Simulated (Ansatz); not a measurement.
The figure comes from a scan of TaN (rock salt): a phonon pattern at L = (0.5, 0.0, 0.0) is frozen into a 4-atom cell, Q being the largest atomic displacement. These are PBE (plane waves to 420 eV, PAW, scalar-relativistic; Ansatz, a quantum-chemistry and plane-wave program) values and carry that method's errors. k mesh 9×18×18 (Γ-centred), Fermi-Dirac smearing 0.05 eV. The energy includes the smearing's −TS. With partly filled bands, energies and forces of such displacements shift with the k mesh and the smearing. Spin-orbit coupling is left out, though Ta is heavy. TaN is run without spin polarisation. TaN was relaxed with its symmetry unable to fall. The PAW data are Ansatz's earlier set. This is a high-temperature form of TaN. ΔE is measured from the undisplaced structure.

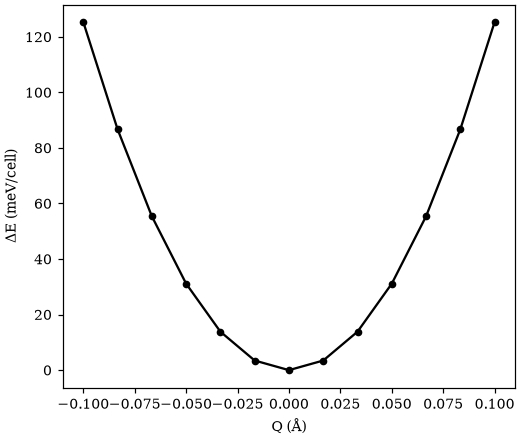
ΔE (meV/cell) against Q (Å); one marker a computed point.

**Question.** Read the plotted values off the figure, to the accuracy that the plot allows.

**Answer.** To the nearest 2:

```json
[
 {"Q (Å)": "-0.100", "ΔE (meV/cell)": "126"},
 {"Q (Å)": "-0.083", "ΔE (meV/cell)": "86"},
 {"Q (Å)": "-0.067", "ΔE (meV/cell)": "56"},
 {"Q (Å)": "-0.050", "ΔE (meV/cell)": "32"},
 {"Q (Å)": "-0.033", "ΔE (meV/cell)": "14"},
 {"Q (Å)": "-0.017", "ΔE (meV/cell)": "4"},
 {"Q (Å)": "0.000", "ΔE (meV/cell)": "0"},
 {"Q (Å)": "0.017", "ΔE (meV/cell)": "4"},
 {"Q (Å)": "0.033", "ΔE (meV/cell)": "14"},
 {"Q (Å)": "0.050", "ΔE (meV/cell)": "32"},
 {"Q (Å)": "0.067", "ΔE (meV/cell)": "56"},
 {"Q (Å)": "0.083", "ΔE (meV/cell)": "86"},
 {"Q (Å)": "0.100", "ΔE (meV/cell)": "126"}
]
```

(A displaced cell: forces are minus the slopes of the energy, force constants its curvatures, and phonons follow from these.)
